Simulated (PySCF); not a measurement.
**One shape, several levels: HNO3 (peroxynitrous acid)**

We compute a comparison of 5 runs (B3LYP/6-31G*, B3LYP/6-311+G**, BHLYP/6-311+G**, CAM-B3LYP/6-311+G**, SCS-MP2/6-311+G**) of HNO3 (peroxynitrous acid). Input form: a Python script.

The calculation is run with PySCF 2.14.0.

1 further run of the same task is left out (set aside as unsound or not needed).

**1. Starting point**

HNO3: 5 atoms, total charge 0, spin state singlet. SMILES: `O=NOO`. The coordinates come from a PBE0-D4/def2-TZVP relaxation. This is one conformer, not always the lowest.

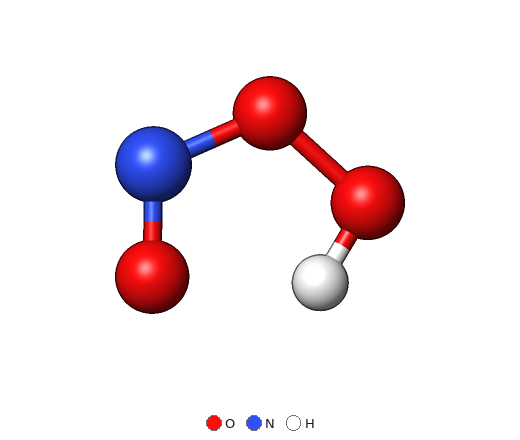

Viewed from a chosen angle; oxygen red, nitrogen blue, hydrogen white.

**2. A single-point energy at B3LYP/6-31G(d) (spherical functions) (run 1)**

Contents of calc.py:

```python
from pyscf import gto, dft

mol = gto.M(
    atom='''
O      0.136350    -0.835310     0.979060
N     -0.871770    -0.628300     0.400790
O     -0.775090     0.288530    -0.589000
O      0.508600     0.826880    -0.747550
H      1.001920     0.348200    -0.043280
''',
    spin=0,
    max_memory=1860,
    verbose=3,
    basis='6-31g*',
)

ks = dft.RKS(mol, xc='b3lyp')
ks.conv_tol = 1e-10
ks.grids.level = 5
ks.kernel()
if not ks.converged:
    ks = ks.newton().run(ks.mo_coeff, ks.mo_occ)

etot = ks.e_tot
print('Final energy', etot)
```

The run is started by

```sh
OMP_NUM_THREADS=1 python calc.py
```

Log:

```text
converged SCF energy = -280.824043239019
Final energy -280.82404323901915
```

Run time: 9 s. Hardware: 1 thread of Arm Neoverse V1, shared host; peak memory 0.31 GiB.

**3. A single-point energy at B3LYP/6-311+G(d,p) (run 2)**

Contents of job.py:

```python
from pyscf import gto, dft

mol = gto.Mole()
mol.atom = '''
O      0.257664    -1.578507     1.850155
N     -1.647407    -1.187315     0.757383
O     -1.464708     0.545243    -1.113049
O      0.961115     1.562577    -1.412665
H      1.893354     0.658003    -0.081787
'''
mol.verbose = 4
mol.unit = 'bohr'
mol.basis = '6-311+g**'
mol.max_memory = 1860
mol.build()

mf = dft.RKS(mol, xc='b3lyp')
mf.conv_tol = 1e-10
mf.grids.level = 5
mf.kernel()
if not mf.converged:
    mf = mf.newton().run(mf.mo_coeff, mf.mo_occ)

energy = mf.e_tot
print('Final energy', energy)
```

The run is started by

```sh
OMP_NUM_THREADS=1 python job.py
```

Log:

```text
PySCF version 2.14.0

[INPUT] num. atoms = 5
[INPUT] num. electrons = 32
[INPUT] charge = 0
[INPUT] spin (= nelec alpha-beta = 2S) = 0
[INPUT] symmetry False subgroup None
[INPUT] Mole.unit = bohr
[INPUT] Symbol           X                Y                Z      unit          X                Y                Z       unit  Magmom
[INPUT]  1 O      0.136349916874  -0.835309931678   0.979059862670 AA    0.257664000000  -1.578507000000   1.850155000000 Bohr   0.0
[INPUT]  2 N     -0.871770241510  -0.628300040183   0.400789823538 AA   -1.647407000000  -1.187315000000   0.757383000000 Bohr   0.0
[INPUT]  3 O     -0.775090094252   0.288530170014  -0.589000165437 AA   -1.464708000000   0.545243000000  -1.113049000000 Bohr   0.0
[INPUT]  4 O      0.508600155073   0.826880138708  -0.747550124664 AA    0.961115000000   1.562577000000  -1.412665000000 Bohr   0.0
[INPUT]  5 H      1.001919789004   0.348200192317  -0.043279816550 AA    1.893354000000   0.658003000000  -0.081787000000 Bohr   0.0

nuclear repulsion = 124.505194849176
number of shells = 44
number of NR pGTOs = 148
number of NR cGTOs = 94
basis = 6-311+g**
ecp = {}

******** <class 'pyscf.dft.rks.RKS'> ********
method = RKS
initial guess = minao
damping factor = 0
level_shift factor = 0
DIIS = <class 'pyscf.scf.diis.CDIIS'>
diis_start_cycle = 1
diis_space = 8
diis_damp = 0
SCF conv_tol = 1e-10
SCF conv_tol_grad = None
SCF max_cycles = 50
direct_scf = True
direct_scf_tol = 1e-13
XC library pyscf.dft.libxc version 7.0.0
    S. Lehtola, C. Steigemann, M. J.T. Oliveira, and M. A.L. Marques.,  SoftwareX 7, 1–5 (2018)
XC functionals = b3lyp
    P. J. Stephens, F. J. Devlin, C. F. Chabalowski, and M. J. Frisch.,  J. Phys. Chem. 98, 11623 (1994)
radial grids:
    Treutler-Ahlrichs [JCP 102, 346 (1995); DOI:10.1063/1.469408] (M4) radial grids

becke partition: Becke, JCP 88, 2547 (1988); DOI:10.1063/1.454033
pruning grids: <function nwchem_prune>
grids dens level: 5
symmetrized grids: False
atomic radii adjust function: <function treutler_atomic_radii_adjust>
small_rho_cutoff = 0
Set gradient conv threshold to 1e-05
Initial guess from minao.
tot grids = 194592
init E= -281.578593054949
  HOMO = -0.307122864180509  LUMO = -0.113544200569898  gap/eV = 5.26754
cycle= 1 E= -280.768645017885  delta_E= 0.81  |g|= 0.948  |ddm|= 2.09
  HOMO = -0.254569750642169  LUMO = -0.150140311151418  gap/eV = 2.84167
cycle= 2 E= -280.074230956171  delta_E= 0.694  |g|= 2.21  |ddm|= 1.67
  HOMO = -0.326545636837948  LUMO = -0.114511561993773  gap/eV = 5.76974
cycle= 3 E= -280.911607464127  delta_E= -0.837  |g|= 0.271  |ddm|= 1.21
  HOMO = -0.333916777422627  LUMO = -0.1135646230966  gap/eV = 5.99609
cycle= 4 E= -280.913873606588  delta_E= -0.00227  |g|= 0.248  |ddm|= 0.286
  HOMO = -0.329170823548478  LUMO = -0.119617449776442  gap/eV = 5.70224
cycle= 5 E= -280.92458842086  delta_E= -0.0107  |g|= 0.0435  |ddm|= 0.157
  HOMO = -0.332265576351141  LUMO = -0.114728264318359  gap/eV = 5.91949
cycle= 6 E= -280.924850305133  delta_E= -0.000262  |g|= 0.0268  |ddm|= 0.0414
  HOMO = -0.331044031895697  LUMO = -0.114952009441261  gap/eV = 5.88016
cycle= 7 E= -280.924978395131  delta_E= -0.000128  |g|= 0.00242  |ddm|= 0.016
  HOMO = -0.331339304474861  LUMO = -0.1152523453827  gap/eV = 5.88003
cycle= 8 E= -280.924979390738  delta_E= -9.96e-07  |g|= 0.000778  |ddm|= 0.00193
  HOMO = -0.331231475628502  LUMO = -0.115112888665912  gap/eV = 5.88089
cycle= 9 E= -280.924979514287  delta_E= -1.24e-07  |g|= 0.000122  |ddm|= 0.000733
  HOMO = -0.331242402897811  LUMO = -0.11513257356534  gap/eV = 5.88065
cycle= 10 E= -280.92497951792  delta_E= -3.63e-09  |g|= 2.83e-05  |ddm|= 0.000176
  HOMO = -0.331238961032384  LUMO = -0.115131071087006  gap/eV = 5.88060
cycle= 11 E= -280.924979518106  delta_E= -1.86e-10  |g|= 6.8e-06  |ddm|= 3.3e-05
  HOMO = -0.331239144945358  LUMO = -0.115131065560007  gap/eV = 5.88060
cycle= 12 E= -280.92497951811  delta_E= -3.98e-12  |g|= 1.86e-06  |ddm|= 4.63e-06
  HOMO = -0.331238823120696  LUMO = -0.115131276907292  gap/eV = 5.88059
Extra cycle  E= -280.924979518109  delta_E= 9.09e-13  |g|= 4.03e-06  |ddm|= 3.55e-06
converged SCF energy = -280.924979518109
Final energy -280.9249795181089
```

Wall time 16 s (1 thread of Arm Neoverse V1, shared host); peak memory 0.46 GiB.

Run 3 isn't shown in full; the table further down has it.

**4. A single-point energy at CAM-B3LYP/6-311+G(d,p) (run 4)**

Contents of input.py:

```python
from pyscf import gto, dft

mol = gto.Mole()
mol.atom = '''
O        0.136350      -0.835310       0.979060
N       -0.871770      -0.628300       0.400790
O       -0.775090       0.288530      -0.589000
O        0.508600       0.826880      -0.747550
H        1.001920       0.348200      -0.043280
'''
mol.spin = 0
mol.charge = 0
mol.verbose = 3
mol.max_memory = 1860
mol.basis = '6-311+g**'
mol.build()

mf = dft.RKS(mol)
mf.xc = 'cam-b3lyp'
mf.conv_tol = 1e-10
mf.grids.level = 5
mf.kernel()
if not mf.converged:
    mf = mf.newton().run(mf.mo_coeff, mf.mo_occ)

energy = mf.e_tot
print('E(%s) = %.9f' % ('CAM-B3LYP', energy))
```

The run is started by

```sh
OMP_NUM_THREADS=1 python input.py
```

Log:

```text
converged SCF energy = -280.831819919317
E(CAM-B3LYP) = -280.831819919
```

Run time: 25 s. Hardware: 1 thread of Arm Neoverse V1, shared host; peak memory 0.46 GiB.

**5. The energy at SCS-MP2/6-311+G(d,p) (run 5)**

Contents of run.py:

```python
# peroxynitrous acid
from pyscf import gto, scf, mp

mol = gto.M(
    atom='''
O      0.257664    -1.578507     1.850155
N     -1.647407    -1.187315     0.757383
O     -1.464708     0.545243    -1.113049
O      0.961115     1.562577    -1.412665
H      1.893354     0.658003    -0.081787
''',
    basis='6-311+g**',
    unit='bohr',
    max_memory=1860,
    verbose=4,
    charge=0,
)

hf = scf.RHF(mol)
hf.conv_tol = 1e-10
hf.kernel()
if not hf.converged:
    hf = hf.newton().run(hf.mo_coeff, hf.mo_occ)

pt = mp.MP2(hf, frozen=4).run()
etot = hf.e_tot + 1.2 * pt.e_corr_os + pt.e_corr_ss / 3
print(f'total energy: {etot:.8f} hartree')
```

The run is started by

```sh
OMP_NUM_THREADS=1 python run.py
```

Log:

```text
PySCF version 2.14.0

[INPUT] num. atoms = 5
[INPUT] num. electrons = 32
[INPUT] charge = 0
[INPUT] spin (= nelec alpha-beta = 2S) = 0
[INPUT] symmetry False subgroup None
[INPUT] Mole.unit = bohr
[INPUT] Symbol           X                Y                Z      unit          X                Y                Z       unit  Magmom
[INPUT]  1 O      0.136349916874  -0.835309931678   0.979059862670 AA    0.257664000000  -1.578507000000   1.850155000000 Bohr   0.0
[INPUT]  2 N     -0.871770241510  -0.628300040183   0.400789823538 AA   -1.647407000000  -1.187315000000   0.757383000000 Bohr   0.0
[INPUT]  3 O     -0.775090094252   0.288530170014  -0.589000165437 AA   -1.464708000000   0.545243000000  -1.113049000000 Bohr   0.0
[INPUT]  4 O      0.508600155073   0.826880138708  -0.747550124664 AA    0.961115000000   1.562577000000  -1.412665000000 Bohr   0.0
[INPUT]  5 H      1.001919789004   0.348200192317  -0.043279816550 AA    1.893354000000   0.658003000000  -0.081787000000 Bohr   0.0

nuclear repulsion = 124.505194849176
number of shells = 44
number of NR pGTOs = 148
number of NR cGTOs = 94
basis = 6-311+g**
ecp = {}

******** <class 'pyscf.scf.hf.RHF'> ********
method = RHF
initial guess = minao
damping factor = 0
level_shift factor = 0
DIIS = <class 'pyscf.scf.diis.CDIIS'>
diis_start_cycle = 1
diis_space = 8
diis_damp = 0
SCF conv_tol = 1e-10
SCF conv_tol_grad = None
SCF max_cycles = 50
direct_scf = True
direct_scf_tol = 1e-13
Set gradient conv threshold to 1e-05
[... 1 set-up line as earlier in the session ...]
init E= -280.065903875674
  HOMO = -0.293944777599684  LUMO = -0.0246122665623793  gap/eV = 7.32891
cycle= 1 E= -279.315742468667  delta_E= 0.75  |g|= 0.877  |ddm|= 2.17
  HOMO = -0.498870533173945  LUMO = -0.0611991376471224  gap/eV = 11.90965
cycle= 2 E= -279.388259215344  delta_E= -0.0725  |g|= 0.698  |ddm|= 1.03
  HOMO = -0.50383052509806  LUMO = 0.0350973071590062  gap/eV = 14.66497
cycle= 3 E= -279.47010315595  delta_E= -0.0818  |g|= 0.112  |ddm|= 0.421
  HOMO = -0.496801948496323  LUMO = 0.0607013825611086  gap/eV = 15.17044
cycle= 4 E= -279.473706892419  delta_E= -0.0036  |g|= 0.0475  |ddm|= 0.105
  HOMO = -0.495581534479182  LUMO = 0.0594849254960164  gap/eV = 15.10413
cycle= 5 E= -279.47471966544  delta_E= -0.00101  |g|= 0.0193  |ddm|= 0.0713
  HOMO = -0.500026435083544  LUMO = 0.0611948113997791  gap/eV = 15.27161
cycle= 6 E= -279.475001185616  delta_E= -0.000282  |g|= 0.0101  |ddm|= 0.0343
  HOMO = -0.499864549187666  LUMO = 0.0623196208680906  gap/eV = 15.29781
cycle= 7 E= -279.47509090336  delta_E= -8.97e-05  |g|= 0.00353  |ddm|= 0.0262
  HOMO = -0.500169795796407  LUMO = 0.0622692123550045  gap/eV = 15.30474
cycle= 8 E= -279.475099731479  delta_E= -8.83e-06  |g|= 0.0014  |ddm|= 0.00742
  HOMO = -0.500329585260296  LUMO = 0.0624033252259183  gap/eV = 15.31274
cycle= 9 E= -279.475100948842  delta_E= -1.22e-06  |g|= 0.000656  |ddm|= 0.00244
  HOMO = -0.500264211058234  LUMO = 0.0624101254240749  gap/eV = 15.31115
cycle= 10 E= -279.475101152339  delta_E= -2.03e-07  |g|= 0.000192  |ddm|= 0.00102
  HOMO = -0.500264323205286  LUMO = 0.0623914189994404  gap/eV = 15.31064
cycle= 11 E= -279.475101182212  delta_E= -2.99e-08  |g|= 6.11e-05  |ddm|= 0.000412
  HOMO = -0.500260325923529  LUMO = 0.0623875277361415  gap/eV = 15.31043
cycle= 12 E= -279.475101185305  delta_E= -3.09e-09  |g|= 1.99e-05  |ddm|= 0.00014
  HOMO = -0.50025767942508  LUMO = 0.0623852197576044  gap/eV = 15.31029
cycle= 13 E= -279.475101185561  delta_E= -2.56e-10  |g|= 1.3e-05  |ddm|= 3.59e-05
  HOMO = -0.500257146484141  LUMO = 0.0623847267796155  gap/eV = 15.31027
cycle= 14 E= -279.475101185624  delta_E= -6.33e-11  |g|= 4.24e-06  |ddm|= 2.34e-05
  HOMO = -0.500257508556309  LUMO = 0.0623847481524107  gap/eV = 15.31028
Extra cycle  E= -279.475101185629  delta_E= -4.32e-12  |g|= 3.01e-06  |ddm|= 5.29e-06
converged SCF energy = -279.475101185629

******** <class 'pyscf.mp.mp2.RMP2'> ********
nocc = 12, nmo = 90
frozen orbitals 4
E(RMP2) = -280.264525112269  E_corr = -0.789423926640226
E(SCS-RMP2) = -280.236244051626  E_corr = -0.761142865997489
E_corr(same-spin) = -0.214806745350902
E_corr(oppo-spin) = -0.574617181289324
total energy: -280.23624405 hartree
```

Wall time 2.4 s (1 thread of Arm Neoverse V1, shared host); peak memory 0.23 GiB.

**6. Overview of the runs**

```tsv
run	level	integration grid	frozen core orbitals	energy (Eh)	dipole moment (D) of the reference	HOMO energy (eV)	LUMO energy (eV)	wall time
1	B3LYP/6-31G* (spherical functions)	5	–	-280.824043	0.91	-8.44	-2.58	9 s
2	B3LYP/6-311+G**	5	–	-280.924980	0.97	-9.01	-3.13	16 s
3	BHLYP/6-311+G**	5	–	-280.758361	1.06	-10.90	-1.63	15 s
4	CAM-B3LYP/6-311+G**	5	–	-280.831820	1.01	-10.75	-1.63	25 s
5	SCS-MP2/6-311+G**	–	4	-280.236244	1.15	-13.61	1.70	2.4 s
```

**7. What came out**

| quantity | value |
| --- | --- |
| run 5: total energy | -280.23624 Eh |
| run 5: dipole moment (Hartree–Fock density) | 1.15 D |
| run 5: HOMO energy (Hartree–Fock orbitals) | -13.61 eV |
| run 5: LUMO energy (Hartree–Fock orbitals) | 1.70 eV |
| run 5: HOMO–LUMO gap (Hartree–Fock orbitals) | 15.31 eV |
| run 5: correlation energy (4 core orbitals frozen) | -761.1 mEh |

In words: Over runs 1, 2, 3, 4 the dipole moment (its size) runs from 0.91 D (B3LYP/6-31G*) to 1.06 D (BHLYP/6-311+G**). The two ends differ in method and basis. Over runs 1, 2, 3, 4 the HOMO–LUMO gap runs from 5.86 eV (B3LYP/6-31G*) to 9.27 eV (BHLYP/6-311+G**). Totals of different functionals can't be ranked against each other. All runs together took 68 s, the longest 25 s.
